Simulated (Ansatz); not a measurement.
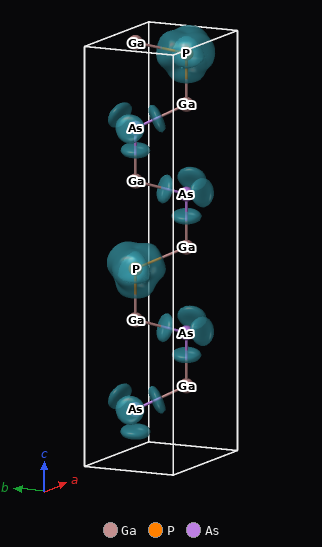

Figure 1: Ga3As2P. Isosurface of the ELF at 0.7 (cyan), seen at an oblique angle. Core shells and regions of very low density are left out. Sticks mark near contacts.

Space group P6₃mc; a structure generated by program, which may or may not match a known phase.

Level of theory: DFT PBE, scalar-relativistic, plane waves, PAW (Ansatz).

In a PAW calculation such maps are meaningful between the atoms, not at the nuclei.

```
Ga P As
1.0
     3.99198    0.00000    0.00000
    -1.99599    3.45716    0.00000
     0.00000    0.00000   19.75186
Ga P As
6 2 4
Direct
  0.66667 0.33333 0.16671
  0.66667 0.33333 0.49672
  0.66667 0.33333 0.83668
  0.33333 0.66667 0.99672
  0.33333 0.66667 0.33668
  0.33333 0.66667 0.66671
  0.66667 0.33333 0.95812
  0.33333 0.66667 0.45812
  0.66667 0.33333 0.29273
  0.66667 0.33333 0.62304
  0.33333 0.66667 0.12304
  0.33333 0.66667 0.79273
```

Where are the electrons localised?

The ELF exceeds this value in 16 regions between bonded As–Ga atoms (shared pairs) and two regions on P in which the atom's valence shell and bonds are merged, counted in one cell of 12 atoms. Regions shared between cells count once.

Values along the shortest contacts:
Ga–P (2.40 Å): the ELF peaks at about 0.90 in the valence shell of P, 0.7 Å from its nucleus, and is about 0.75 at the midpoint. Ga–As (2.46 Å): the ELF peaks at about 0.80 between the atoms (a covalent bond).
